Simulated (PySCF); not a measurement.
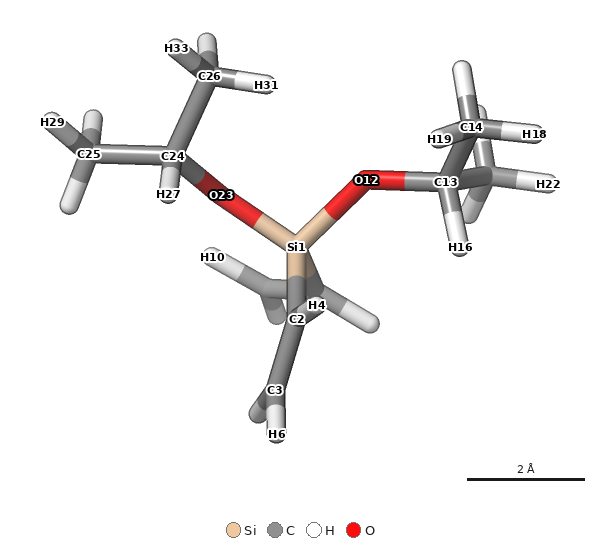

Fig. 1: The structure as given in the input (stick view, seen at a tilt; atoms are numbered from 1 in the order of the input).

Geometry relaxation of C10H20O2Si (part 1 of 2)

System: C10H20O2Si (Si(vinyl)2(OiPr)2).
Method: PBE0-D3(BJ)/def2-SVP geometry optimisation, gas phase (PySCF 2.14.0).

It belongs to a series of runs on one base structure; here: two ligands: Cl to OiPr.

Input:
```
{"job": {"xc": "PBE0", "basis": "def2-SVP", "d3": "d3bj", "grid": 1, "maxiter": 40, "shake": 0.03, "kind": "geom"}, "charge": 0, "multiplicity": 1}
Si     0.672190    -0.338810     0.227030
C      0.790870    -0.396310     2.093480
C      1.707220    -1.046760     2.705660
H      0.163410     0.133800     2.694980
H      2.529720    -1.583250     2.157420
H      1.820300    -1.073970     3.801670
C      2.315040    -0.463110    -0.624440
C      2.661560    -1.403500    -1.485360
H      3.031970     0.300070    -0.315470
H      1.893850    -2.186160    -1.711720
H      3.565860    -1.500090    -1.898440
O     -0.139870     1.141330    -0.104230
C      0.149520     2.493620     0.117770
C     -1.078040     3.298380     0.397620
C      1.040610     2.978250    -1.017130
H      0.848810     2.519650     1.079890
H     -1.642260     3.300330    -0.522200
H     -0.795380     4.337450     0.622070
H     -1.604220     2.853550     1.212020
H      1.860490     2.414590    -1.155990
H      0.408700     2.990990    -1.955420
H      1.384570     3.971680    -0.842350
O     -0.255730    -1.422910    -0.480110
C     -1.585760    -1.893180    -0.099670
C     -1.677570    -3.360520    -0.602510
C     -2.653710    -0.924530    -0.667660
H     -1.678090    -1.966550     1.064430
H     -1.592430    -3.302720    -1.660300
H     -2.692980    -3.739210    -0.376930
H     -0.981250    -3.923100    -0.229860
H     -2.468260     0.032110    -0.296680
H     -2.523600    -0.997230    -1.802770
H     -3.619840    -1.255670    -0.360530
```

The first line tells a small driver script what to run in PySCF; the rest is the geometry in Å.

Run as:
```bash
OMP_NUM_THREADS=2 python <driver script> task.json out
```

What the program printed:
```
step   0  E = -831.80770558  max force = 0.103514
step   1  E = -831.87290161  max force = 0.021387
step   2  E = -831.87391383  max force = 0.010177
step   3  E = -831.87591941  max force = 0.003163
step   4  E = -831.87614167  max force = 0.002994
step   5  E = -831.87635289  max force = 0.002461
step   6  E = -831.87650874  max force = 0.002308
step   7  E = -831.87664082  max force = 0.001739
step   8  E = -831.87672470  max force = 0.001397
step   9  E = -831.87675977  max force = 0.001626
step  10  E = -831.87677754  max force = 0.001739
step  11  E = -831.87679187  max force = 0.001339
step  12  E = -831.87678657  max force = 0.000733
step  13  E = -831.87680078  max force = 0.000808
step  14  E = -831.87681786  max force = 0.000449
step  15  E = -831.87682183  max force = 0.000266
optimisation converged
```

Trajectory as extended XYZ (Å, eV, eV/Å), 15 of the 16 frames kept, from step=0 to step=15:
```
33
Properties=species:S:1:pos:R:3:forces:R:3 step=0 energy=-22634.64057
Si    0.6722   -0.3388    0.2270    0.0432   2.9169   0.3536
C     0.7909   -0.3963    2.0935   -0.5976   0.1913  -3.6326
C     1.7072   -1.0468    2.7057    4.1068  -2.5005   1.5784
H     0.1634    0.1338    2.6950   -2.5064   1.8063   1.6753
H     2.5297   -1.5833    2.1574   -0.6882   0.2032   0.3904
H     1.8203   -1.0740    3.8017   -0.1111   0.0315  -0.1369
C     2.3150   -0.4631   -0.6244   -0.1723   0.8189   1.0113
C     2.6616   -1.4035   -1.4854   -4.6152  -1.0471   1.3559
H     3.0320    0.3001   -0.3155    0.3825   0.1495  -0.1094
H     1.8939   -2.1862   -1.7117    0.6196   0.4710  -0.0806
H     3.5659   -1.5001   -1.8984    4.0184  -0.2798  -1.9034
O    -0.1399    1.1413   -0.1042   -0.2665  -0.9326  -0.0475
C     0.1495    2.4936    0.1178    3.3460  -1.0158   2.0470
C    -1.0780    3.2984    0.3976    1.1057   0.4519  -0.8179
C     1.0406    2.9783   -1.0171   -4.7318   1.9150  -0.4411
H     0.8488    2.5196    1.0799   -1.1742   0.2431  -1.2708
H    -1.6423    3.3003   -0.5222   -0.8822   0.0297  -0.4406
H    -0.7954    4.3374    0.6221   -0.0902  -0.0290   0.1324
H    -1.6042    2.8535    1.2120   -0.8059  -0.3260   0.7791
H     1.8605    2.4146   -1.1560    3.1951  -2.6691  -0.5385
H     0.4087    2.9910   -1.9554    0.7003  -0.0625   0.5653
H     1.3846    3.9717   -0.8424    0.2659   1.3432   0.2156
O    -0.2557   -1.4229   -0.4801   -2.4089  -2.1053  -0.1834
C    -1.5858   -1.8932   -0.0997    0.6035  -0.4966   1.1338
C    -1.6776   -3.3605   -0.6025   -5.3229   5.0684  -1.3324
C    -2.6537   -0.9245   -0.6677    1.8579  -2.9398  -1.7776
H    -1.6781   -1.9666    1.0644    0.3160   0.4978  -1.5955
H    -1.5924   -3.3027   -1.6603    0.2042  -0.2021  -1.4551
H    -2.6930   -3.7392   -0.3769    0.3031  -0.1163   0.0563
H    -0.9812   -3.9231   -0.2299    4.5410  -3.6440   2.5755
H    -2.4683    0.0321   -0.2967    0.4081   2.1169   0.4682
H    -2.5236   -0.9972   -1.8028   -0.4491   0.4804   1.2841
H    -3.6198   -1.2557   -0.3605   -1.1949  -0.3685   0.1410
33
Properties=species:S:1:pos:R:3:forces:R:3 step=1 energy=-22636.41465
Si    0.6364   -0.3023    0.1994    0.0076   1.0998   0.1232
C     0.7663   -0.3894    2.0589    0.2578  -0.3388  -0.0575
C     1.7379   -1.0889    2.6643   -0.0551  -0.0567   0.3210
H     0.0462    0.1610    2.6790    0.0416  -0.0076   0.0252
H     2.4891   -1.6894    2.1335   -0.0968   0.1745  -0.2202
H     1.8405   -1.1341    3.7562   -0.0908   0.0651   0.0169
C     2.3097   -0.4322   -0.5976   -0.3887  -0.2148   0.1476
C     2.5922   -1.4095   -1.4671    0.4814   0.2353  -0.2923
H     3.0731    0.3104   -0.3168    0.0266  -0.1898  -0.1405
H     1.8813   -2.1690   -1.8101   -0.1946   0.1103   0.2700
H     3.5776   -1.4636   -1.9407    0.1278  -0.0570  -0.0153
O    -0.1278    1.1605   -0.1253    0.0178  -0.4618  -0.1999
C     0.2301    2.4899    0.1457    0.4697  -0.0648   0.3593
C    -1.0391    3.2700    0.4021    0.0919   0.2174  -0.1459
C     1.0590    3.0610   -0.9951   -0.2605   0.1676  -0.0242
H     0.8616    2.5321    1.0703   -0.2116  -0.0384  -0.1871
H    -1.6639    3.2884   -0.5066   -0.0214  -0.0953   0.0850
H    -0.7947    4.3104    0.6589   -0.0687   0.0565   0.0962
H    -1.6042    2.8128    1.2246   -0.0801   0.0219   0.0154
H     1.9551    2.4515   -1.1609    0.0932  -0.0277  -0.0694
H     0.4599    3.0697   -1.9203    0.0682  -0.0768  -0.0152
H     1.3685    4.0994   -0.7879    0.0116  -0.0913   0.0424
O    -0.2943   -1.4581   -0.4852   -0.2273  -0.4719  -0.1599
C    -1.5919   -1.8925   -0.0999    0.3981   0.0276  -0.0139
C    -1.7149   -3.3489   -0.5064   -0.3983   0.4535  -0.1396
C    -2.6308   -0.9954   -0.7425    0.0299  -0.2277   0.2184
H    -1.6646   -1.8246    1.0030   -0.1070   0.0077   0.0234
H    -1.6133   -3.4259   -1.6010    0.1205  -0.0802   0.0524
H    -2.7151   -3.7210   -0.2401    0.0506  -0.1607   0.0864
H    -0.9397   -3.9398   -0.0137    0.1003  -0.2206   0.0346
H    -2.4372    0.0488   -0.4657   -0.0772   0.0597  -0.0539
H    -2.5587   -1.1001   -1.8321   -0.0606   0.1017  -0.1370
H    -3.6387   -1.2930   -0.4166   -0.0559   0.0835  -0.0459
33
Properties=species:S:1:pos:R:3:forces:R:3 step=2 energy=-22636.44219
Si    0.6233   -0.2869    0.1721    0.1439   0.2208   0.0585
C     0.7548   -0.4128    2.0338   -0.1146   0.0790   0.4624
C     1.7121   -1.0866    2.6892   -0.0176   0.0352  -0.5233
H     0.0092    0.1209    2.6452   -0.0192  -0.0492  -0.0891
H     2.4707   -1.6060    2.0940    0.1797  -0.1316   0.1750
H     1.7946   -1.1572    3.7814   -0.0776   0.0581  -0.0906
C     2.3014   -0.4303   -0.6204    0.4544   0.2652   0.0738
C     2.6671   -1.3671   -1.5022   -0.5082  -0.0916   0.0703
H     3.0596    0.3080   -0.3293    0.0254   0.1159   0.0811
H     1.8891   -2.0875   -1.7674    0.1842  -0.3074  -0.3084
H     3.6602   -1.4485   -1.9736   -0.2380   0.0728   0.1791
O    -0.1368    1.1624   -0.1509   -0.0545  -0.2119  -0.1530
C     0.2523    2.4802    0.1474   -0.0140   0.1536  -0.0507
C    -1.0008    3.2884    0.4327   -0.0074   0.0492  -0.0209
C     1.0635    3.0608   -1.0009    0.0992   0.0021   0.0424
H     0.8805    2.4916    1.0570    0.0829  -0.0394   0.1176
H    -1.6437    3.3223   -0.4623    0.0168  -0.0477   0.0393
H    -0.7497    4.3236    0.7113    0.0025  -0.0235   0.0184
H    -1.5740    2.8317    1.2536    0.0101   0.0140  -0.0194
H     1.9555    2.4424   -1.1998   -0.0811   0.0938   0.0085
H     0.4571    3.0880   -1.9180   -0.0257  -0.0354  -0.0313
H     1.3917    4.0892   -0.7737    0.0013  -0.0814  -0.0049
O    -0.3031   -1.4677   -0.5040   -0.0810  -0.1945  -0.0808
C    -1.5966   -1.8948   -0.1055    0.1342   0.0615  -0.0810
C    -1.7282   -3.3607   -0.4666    0.0035   0.0033  -0.0302
C    -2.6521   -1.0242   -0.7645   -0.0365   0.0254   0.1078
H    -1.6763   -1.7936    0.9923   -0.0673   0.0019   0.0957
H    -1.6183   -3.4864   -1.5569    0.0503  -0.0116   0.0730
H    -2.7178   -3.7465   -0.1793    0.0212  -0.0271   0.0478
H    -0.9476   -3.9521    0.0404   -0.0925   0.0299  -0.0760
H    -2.4777    0.0359   -0.5228   -0.0347  -0.0632  -0.0074
H    -2.6013   -1.1365   -1.8565    0.0109   0.0041  -0.0751
H    -3.6630   -1.3117   -0.4316    0.0493   0.0299  -0.0089
33
Properties=species:S:1:pos:R:3:forces:R:3 step=3 energy=-22636.49676
Si    0.6190   -0.2718    0.1653    0.0919   0.0894   0.1244
C     0.7399   -0.4083    2.0263   -0.0094   0.0251   0.0367
C     1.7151   -1.0794    2.6525    0.0119   0.0500  -0.0291
H    -0.0134    0.1033    2.6440   -0.0009  -0.0753  -0.0166
H     2.5112   -1.5870    2.0943   -0.0190  -0.0209  -0.0081
H     1.7742   -1.1496    3.7445   -0.0007   0.0009   0.0130
C     2.2997   -0.4182   -0.6151   -0.0170  -0.0116   0.0005
C     2.6157   -1.3792   -1.4910    0.0765  -0.0450  -0.0134
H     3.0730    0.3092   -0.3334    0.0153   0.0004  -0.0124
H     1.8791   -2.1332   -1.7902   -0.0077   0.0270  -0.0051
H     3.6150   -1.4600   -1.9392   -0.0681   0.0153   0.0240
O    -0.1429    1.1699   -0.1653   -0.1315  -0.0246  -0.1626
C     0.2565    2.4833    0.1488   -0.0136   0.1136  -0.0139
C    -0.9888    3.2985    0.4523    0.0042  -0.0007   0.0042
C     1.0634    3.0713   -0.9981    0.0462  -0.0166   0.0211
H     0.8889    2.4755    1.0573    0.0715  -0.0248   0.0672
H    -1.6372    3.3410   -0.4366   -0.0059  -0.0179   0.0002
H    -0.7325    4.3291    0.7437    0.0161  -0.0314  -0.0077
H    -1.5607    2.8366    1.2706    0.0102  -0.0025  -0.0007
H     1.9506    2.4546   -1.2123   -0.0348   0.0345   0.0149
H     0.4511    3.1090   -1.9119   -0.0153  -0.0137   0.0011
H     1.3997    4.0923   -0.7600    0.0029  -0.0062  -0.0087
O    -0.2964   -1.4667   -0.5094   -0.1087  -0.1318  -0.0493
C    -1.5904   -1.8911   -0.1107    0.0591   0.0601  -0.0082
C    -1.7177   -3.3639   -0.4467    0.0052  -0.0209  -0.0057
C    -2.6493   -1.0360   -0.7877    0.0028   0.0034  -0.0231
H    -1.6840   -1.7738    0.9875   -0.0189   0.0067   0.0041
H    -1.5956   -3.5119   -1.5313    0.0172   0.0004   0.0090
H    -2.7049   -3.7539   -0.1552    0.0122   0.0144   0.0202
H    -0.9412   -3.9480    0.0712   -0.0302   0.0312  -0.0232
H    -2.4874    0.0279   -0.5607    0.0002  -0.0181   0.0138
H    -2.5939   -1.1592   -1.8814    0.0164  -0.0049   0.0256
H    -3.6604   -1.3220   -0.4578    0.0221  -0.0056   0.0081
33
Properties=species:S:1:pos:R:3:forces:R:3 step=4 energy=-22636.50281
Si    0.6167   -0.2668    0.1583    0.0455   0.0410   0.1152
C     0.7257   -0.4055    2.0197   -0.0023   0.0152  -0.0420
C     1.7122   -1.0680    2.6357    0.0001   0.0121   0.0364
H    -0.0405    0.0821    2.6391    0.0086  -0.0349   0.0060
H     2.5082   -1.5671    2.0696    0.0004   0.0125  -0.0007
H     1.7739   -1.1481    3.7272    0.0060  -0.0117   0.0060
C     2.3014   -0.4174   -0.6128   -0.0384  -0.0101   0.0008
C     2.6058   -1.3860   -1.4842    0.0474  -0.0041  -0.0298
H     3.0803    0.3061   -0.3353    0.0052  -0.0174  -0.0077
H     1.8583   -2.1280   -1.7854   -0.0027   0.0078   0.0144
H     3.6016   -1.4769   -1.9342   -0.0102   0.0022   0.0011
O    -0.1494    1.1705   -0.1847   -0.0739  -0.0032  -0.1539
C     0.2598    2.4791    0.1452    0.0318   0.0508   0.0885
C    -0.9797    3.2901    0.4755    0.0024  -0.0045   0.0213
C     1.0555    3.0817   -1.0008    0.0107  -0.0232  -0.0031
H     0.9048    2.4529    1.0491    0.0003  -0.0126  -0.0258
H    -1.6406    3.3431   -0.4035   -0.0006  -0.0055  -0.0018
H    -0.7162    4.3147    0.7781    0.0015   0.0019  -0.0067
H    -1.5401    2.8168    1.2952    0.0073   0.0008   0.0022
H     1.9387    2.4679   -1.2332   -0.0080   0.0054   0.0088
H     0.4314    3.1300   -1.9065   -0.0017  -0.0018   0.0012
H     1.3967    4.0985   -0.7540   -0.0053   0.0059  -0.0030
O    -0.2909   -1.4721   -0.5137   -0.0037  -0.0441  -0.0462
C    -1.5862   -1.8824   -0.1148    0.0107   0.0285   0.0172
C    -1.7163   -3.3608   -0.4196    0.0003  -0.0418   0.0165
C    -2.6359   -1.0397   -0.8169   -0.0255   0.0181  -0.0240
H    -1.6908   -1.7412    0.9800   -0.0030   0.0013  -0.0002
H    -1.5843   -3.5349   -1.4988   -0.0008   0.0041  -0.0017
H    -2.7057   -3.7405   -0.1233    0.0002   0.0029   0.0024
H    -0.9458   -3.9346    0.1169   -0.0093   0.0158  -0.0077
H    -2.4740    0.0274   -0.6076    0.0002  -0.0038   0.0093
H    -2.5697   -1.1844   -1.9068    0.0065  -0.0028   0.0068
H    -3.6492   -1.3182   -0.4891    0.0000  -0.0047   0.0004
33
Properties=species:S:1:pos:R:3:forces:R:3 step=5 energy=-22636.50856
Si    0.6109   -0.2631    0.1368    0.0050  -0.1266   0.0467
C     0.7078   -0.4023    1.9992    0.0076   0.0271  -0.0602
C     1.7103   -1.0288    2.6266    0.0066  -0.0092   0.0377
H    -0.0870    0.0402    2.6139   -0.0272   0.0074   0.0174
H     2.5354   -1.4917    2.0719    0.0066   0.0176  -0.0057
H     1.7527   -1.1180    3.7185    0.0129  -0.0077  -0.0057
C     2.2991   -0.4202   -0.6266   -0.0174  -0.0083  -0.0150
C     2.6068   -1.3921   -1.4941   -0.0193   0.0349   0.0014
H     3.0817    0.3009   -0.3538   -0.0084  -0.0008   0.0060
H     1.8629   -2.1356   -1.7991   -0.0163   0.0027   0.0239
H     3.6029   -1.4793   -1.9395    0.0512  -0.0141  -0.0235
O    -0.1631    1.1669   -0.2270    0.0243   0.0173  -0.0852
C     0.2713    2.4616    0.1409    0.0287  -0.0256   0.1165
C    -0.9490    3.2676    0.5416   -0.0025  -0.0211   0.0315
C     1.0366    3.0952   -1.0071   -0.0194  -0.0138  -0.0255
H     0.9456    2.3922    1.0227   -0.0354   0.0069  -0.0580
H    -1.6421    3.3486   -0.3100    0.0047   0.0126  -0.0040
H    -0.6666    4.2792    0.8675   -0.0105   0.0290  -0.0074
H    -1.4807    2.7700    1.3660    0.0031   0.0058   0.0048
H     1.9076    2.4845   -1.2846    0.0171  -0.0231   0.0000
H     0.3843    3.1729   -1.8907    0.0104   0.0123  -0.0002
H     1.3925    4.1015   -0.7401   -0.0114   0.0172   0.0004
O    -0.2873   -1.4858   -0.5275    0.0819   0.0871  -0.0098
C    -1.5906   -1.8635   -0.1298   -0.0785  -0.0194   0.0357
C    -1.7304   -3.3550   -0.3565    0.0241  -0.0369   0.0384
C    -2.6227   -1.0517   -0.8913   -0.0118   0.0232  -0.0127
H    -1.7168   -1.6652    0.9544    0.0146   0.0019  -0.0068
H    -1.5801   -3.5906   -1.4214   -0.0241   0.0067  -0.0127
H    -2.7258   -3.7103   -0.0511   -0.0136  -0.0017  -0.0205
H    -0.9731   -3.9032    0.2222    0.0106   0.0023   0.0076
H    -2.4605    0.0230   -0.7276    0.0033   0.0076   0.0033
H    -2.5343   -1.2484   -1.9708   -0.0032  -0.0035  -0.0124
H    -3.6425   -1.3113   -0.5694   -0.0138  -0.0075  -0.0061
33
Properties=species:S:1:pos:R:3:forces:R:3 step=6 energy=-22636.51280
Si    0.6104   -0.2682    0.1251   -0.0647  -0.1187   0.0060
C     0.7013   -0.3926    1.9878    0.0369   0.0000  -0.0542
C     1.7283   -0.9819    2.6120    0.0013   0.0091   0.0409
H    -0.1122    0.0163    2.6014   -0.0208  -0.0002   0.0132
H     2.5712   -1.4048    2.0522    0.0021   0.0022   0.0045
H     1.7767   -1.0767    3.7032    0.0118  -0.0007  -0.0025
C     2.2996   -0.4249   -0.6350    0.0026  -0.0122  -0.0095
C     2.5999   -1.4033   -1.4977   -0.0453   0.0249   0.0203
H     3.0842    0.2967   -0.3691   -0.0159   0.0013   0.0034
H     1.8461   -2.1434   -1.7866    0.0084  -0.0130  -0.0056
H     3.5923   -1.5010   -1.9491    0.0443  -0.0098  -0.0240
O    -0.1666    1.1577   -0.2550    0.0632   0.0495  -0.0205
C     0.2800    2.4414    0.1455   -0.0168  -0.0531   0.0395
C    -0.9276    3.2390    0.5977    0.0004  -0.0206   0.0158
C     1.0231    3.1020   -1.0014   -0.0208   0.0095  -0.0137
H     0.9731    2.3428    1.0083   -0.0170   0.0080  -0.0242
H    -1.6420    3.3405   -0.2339    0.0022   0.0133  -0.0020
H    -0.6361    4.2430    0.9397   -0.0081   0.0197  -0.0059
H    -1.4383    2.7224    1.4235   -0.0013   0.0061   0.0052
H     1.8869    2.4962   -1.3097    0.0191  -0.0214  -0.0054
H     0.3537    3.2020   -1.8698    0.0085   0.0087   0.0002
H     1.3852    4.1017   -0.7176   -0.0054   0.0121  -0.0001
O    -0.2858   -1.4982   -0.5325    0.0674   0.1089   0.0189
C    -1.6022   -1.8455   -0.1458   -0.0874  -0.0342   0.0152
C    -1.7527   -3.3458   -0.3034    0.0310   0.0016   0.0248
C    -2.6100   -1.0613   -0.9685    0.0205   0.0058   0.0031
H    -1.7512   -1.5956    0.9248    0.0158   0.0088  -0.0102
H    -1.5836   -3.6330   -1.3527   -0.0227   0.0027  -0.0104
H    -2.7575   -3.6771   -0.0017   -0.0112  -0.0011  -0.0199
H    -1.0118   -3.8709    0.3162    0.0130  -0.0064   0.0107
H    -2.4440    0.0184   -0.8466    0.0040   0.0064   0.0003
H    -2.4953   -1.3066   -2.0357   -0.0050  -0.0015  -0.0073
H    -3.6393   -1.3011   -0.6614   -0.0101  -0.0058  -0.0066
```
